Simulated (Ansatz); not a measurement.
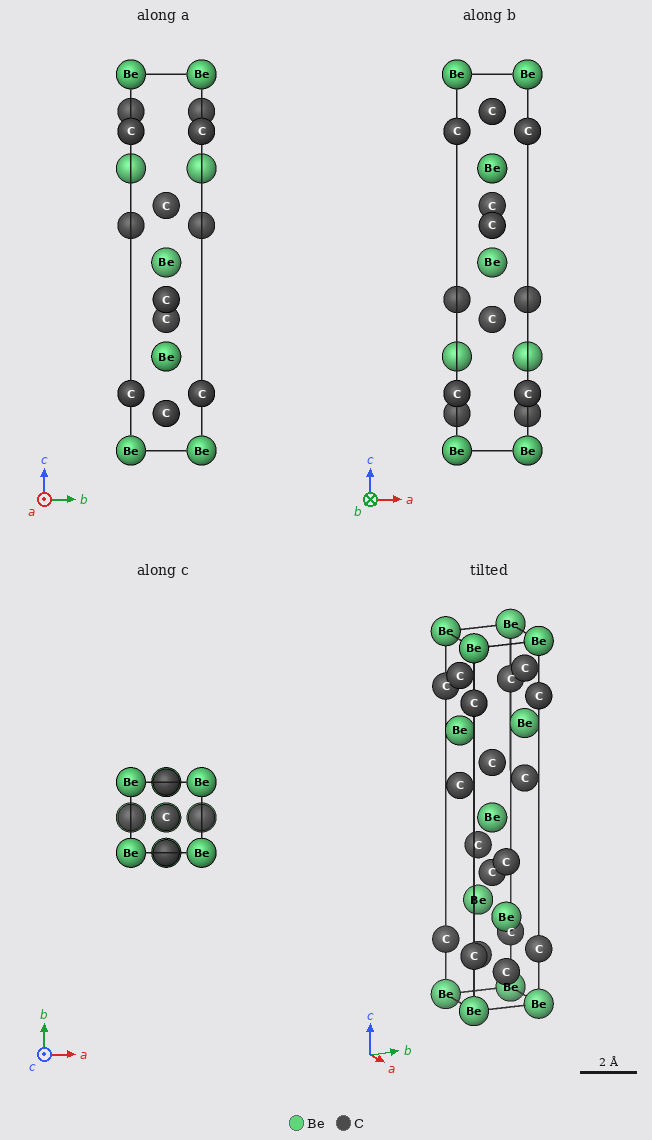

Shown here is a spheres-only view of the crystal, taken along the a axis, along the b axis, along the c axis and slightly off an axis. Lines trace the edges of the conventional unit cell.

Lattice parameters: a = 2.542 Å, b = 2.542 Å, c = 13.536 Å, α = 90.00°, β = 90.00°, γ = 90.00°.

**Reconstruct the structure as a table of Wyckoff sites, with free fractional coordinates to two decimals.**

Space group I4_1/amd:1 (No. 141).
```
atom  site     x     y     z
  Be    4a  0.00  0.00  0.00
   C    8e  0.00  0.00  0.15
```

Source of the structure: a structure type filled with these elements by a generator (whether the compound takes this form wasn't checked). The geometry was optimised with Ansatz, DFT PBE, scalar-relativistic, plane waves, PAW.
